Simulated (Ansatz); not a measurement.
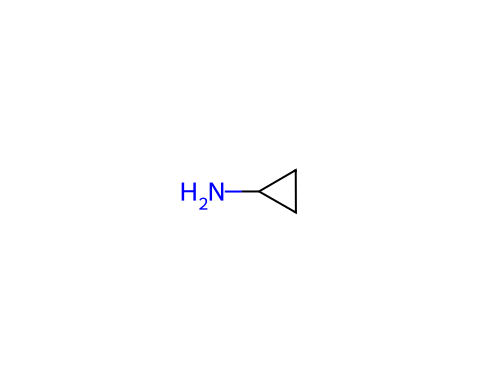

2D structure.

> Transcribe the drawing into SMILES.

NC1CC1

> What is the molecular formula?

C3H7N.

> An optimisation with PBE0-D4/def2-TZVP gave a structure of which point group?

Cs.

The parts below concern this one geometry. Atoms keep their numbers from picture to picture. Computed geometry: PBE0-D4/def2-TZVP optimisation.

### Geometry

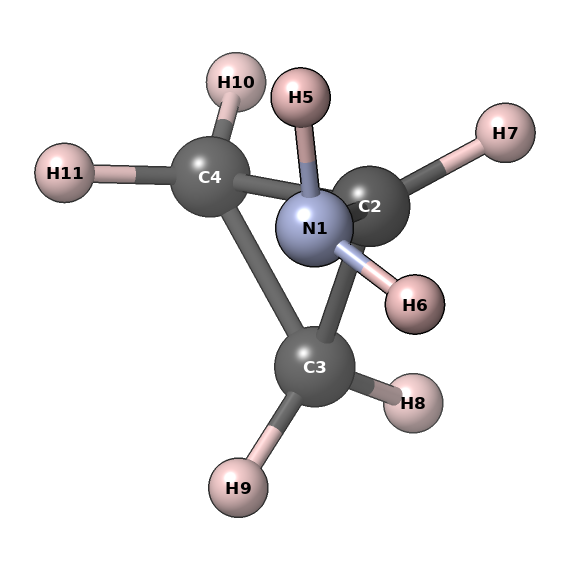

C2 lies behind N1. The molecule seen a little off the N1–C2 bond, N1 in front. Distant atoms are faded towards the background colour.

> What is the torsion angle H5–N1–C2–C3? The sign is positive where the front bond must turn clockwise to cover the back bond.

−154°, antiperiplanar (anti).

### Electronic properties

Level of theory: RKS r2SCANh-D4/def2-TZVPP (Ansatz 0.2.0).

What does the calculation give?

- HOMO energy (Kohn–Sham orbital): −6.27 eV
- LUMO energy (Kohn–Sham orbital): 1.54 eV
- HOMO–LUMO gap: 7.82 eV
- dispersion correction: −4.1 kJ/mol

### Charges

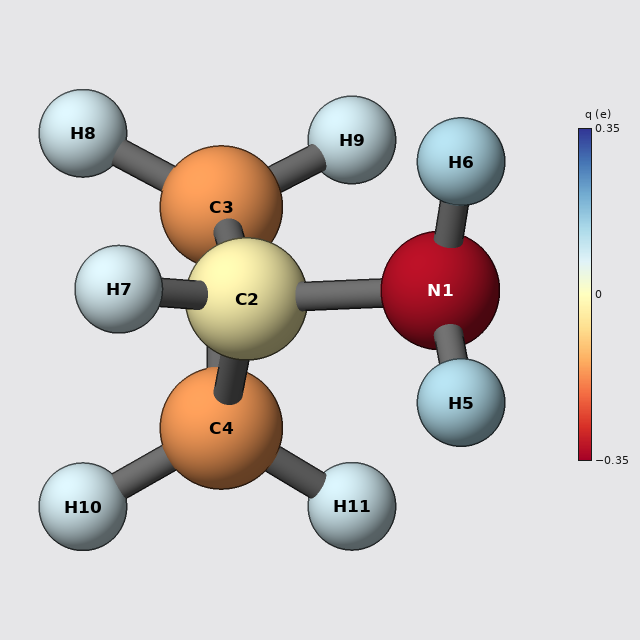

Atoms are coloured by their Mulliken charges. Method: RKS B3LYP-D4/def2-TZVPP (Ansatz 0.2.0).

Give the Mulliken charges atom by atom.

```
atom  value (e)
  N1      −0.33
  C2      −0.02
  C3      −0.16
  C4      −0.16
  H5       0.13
  H6       0.13
  H7       0.08
  H8       0.08
  H9       0.08
 H10       0.08
 H11       0.08
```

### Vibrations

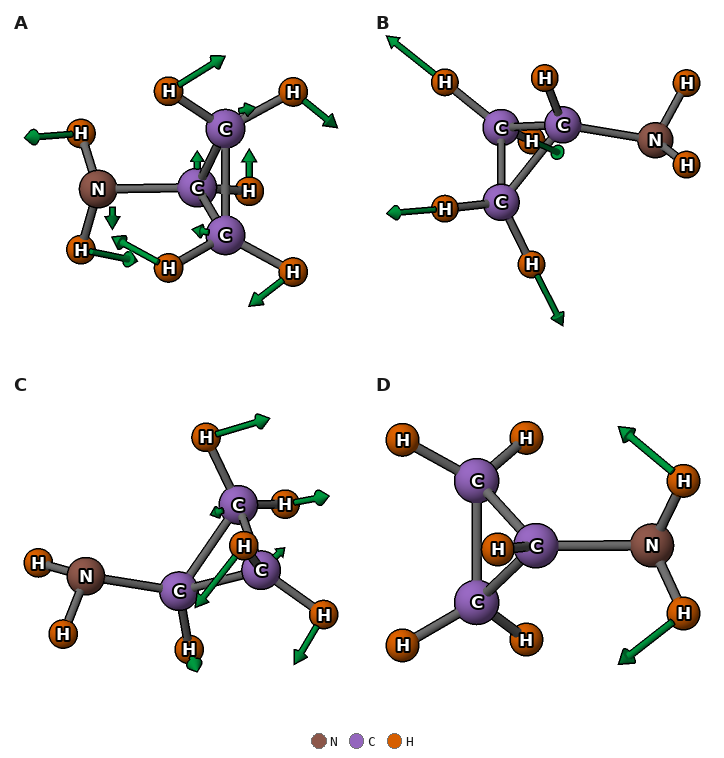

4 normal modes of one molecule or complex, as arrows. Harmonic vibrations computed with RKS PBE0-D4/def2-TZVP (Ansatz 0.2.0) at a stationary point of the same level.

> Match the panels to the wavenumbers 402 cm⁻¹, 1071 cm⁻¹, 1658 cm⁻¹, 3158 cm⁻¹.

A: 402 cm⁻¹
B: 3158 cm⁻¹, in-phase stretching of 4 C–H bonds
C: 1071 cm⁻¹, C–C–H bending
D: 1658 cm⁻¹, H–N–H bending

Mulliken values depend strongly on the basis set and can even reverse the polarity of a bond.
